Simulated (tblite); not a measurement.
# B12H18N12 ((8,1) BN nanotube piece): the cost of one run

Computed with tblite 0.8.0 and PySCF 2.14.0 and routines of our own; the level stands in each step. Atoms count from 0.

## (1) The system as given

42 atoms, charge 0, multiplicity 1; geometry from: force field, distance geometry or constructed start.

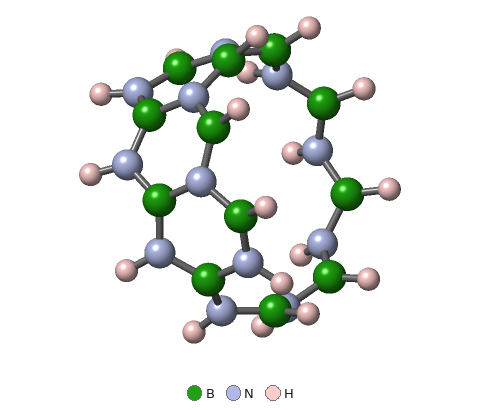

The starting geometry (boron green, nitrogen light blue, hydrogen pink).

## (2) Geometry optimisation with GFN2-xTB

What the job is given:

```
{"job": {"kind": "relax", "xc": "GFN2-xTB", "basis": "xTB"}, "charge": 0, "multiplicity": 1}
B      3.692500     1.064100     0.400500
N      3.060800     2.224000    -0.198100
B      2.183000     2.980900     0.657400
N      0.941100     3.430800     0.056800
B     -0.227700     3.400100     0.914100
N     -1.445700     2.904800     0.314700
B     -1.563300     2.823800    -1.126900
N     -2.458000     1.866900    -1.715400
B     -2.292400     2.103900     1.164500
N     -2.871200     0.924000     0.573200
B     -2.904900     0.780900    -0.871400
N     -2.933600    -0.532700    -1.462700
B     -2.972300    -0.238900     1.424200
N     -2.604200    -1.502200     0.823200
B     -2.538800    -1.625700    -0.614800
N     -1.682600    -2.625900    -1.202100
B     -1.902800    -2.433200     1.674400
N     -0.791500    -3.135400     1.079200
B     -0.652800    -3.179800    -0.358300
N      0.652700    -3.349700    -0.951400
B      1.783700    -3.072800    -0.105000
N      2.867000    -2.331000    -0.700000
B      3.533600    -1.364900     0.154400
N      3.833900    -0.097400    -0.447000
H      4.053700     1.069400     1.514400
H      3.237000     2.491700    -1.176700
H      2.449900     3.230500     1.767100
H      0.893200     3.748500    -0.923700
H     -0.187700     3.765300     2.020100
H     -0.930900     3.533100    -1.802300
H     -2.771800     1.948600    -2.706000
H     -2.511300     2.403500     2.276500
H     -3.221700    -0.678000    -2.452500
H     -3.324200    -0.163700     2.534300
H     -1.796500    -2.927900    -2.199600
H     -2.220200    -2.614300     2.782000
H     -0.087200    -3.599300     1.682400
H      0.766300    -3.651900    -1.944600
H      1.827300    -3.443900     1.004800
H      3.152000    -2.477900    -1.686500
H      3.802800    -1.615400     1.263000
H      4.158400    -0.016500    -1.429700
```

The run is started by

```console
$ OMP_NUM_THREADS=2 python large_run.py task.json out
```

One launch serves the whole session: the jobs run in the order shown.

**Question.** How long does this first job take on 2 threads of Arm Neoverse V1, shared host, and how much memory does it need?

About 2 s, with a peak of 0.16 GiB.
